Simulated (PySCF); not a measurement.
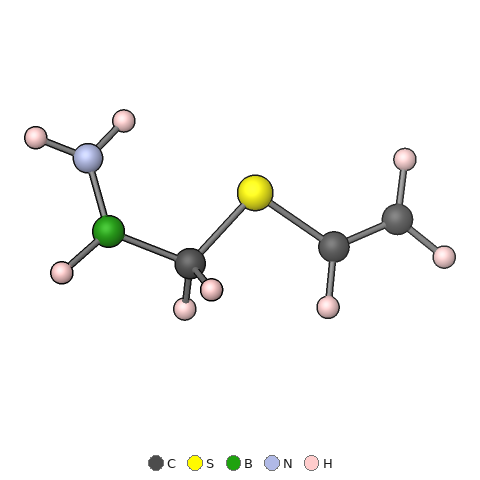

The molecule: C₃H₈BNS, SMILES C=CSCBN.

Simulated rotational absorption lines between 18 and 26 GHz at 5 K: rigid rotor with the equilibrium constants and dipole of one optimised conformer (PBE0-D3(BJ)/def2-SVP, PySCF 2.14.0), commonest isotopes; no centrifugal distortion, hyperfine structure, internal rotation or nuclear-spin weights; lines within 1 MHz of each other are summed.

Question: What are the rotational constants, and what kind of rotor is it?

Answer: Rotational constants A, B, C = 10.34, 1.294, 1.164 GHz; Ray's κ = −0.97, a near-prolate asymmetric top.

Question: Which dipole components drive the lines?

Answer:
|μa|, |μb|, |μc| = 1.18, 0.21, 0.33 D; a-type lines carry 96 % of the intensity in this range.

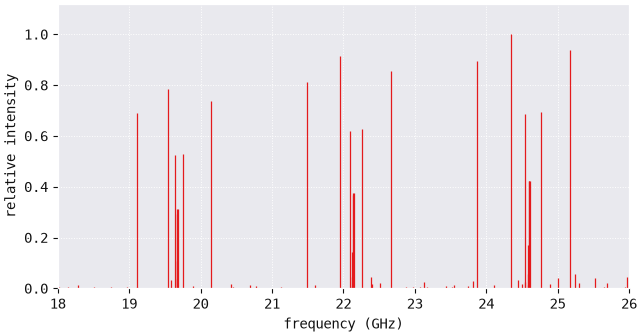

Caveats: coarse grid, loose stop and no frequency check, small forces are noise and the end may be a saddle.
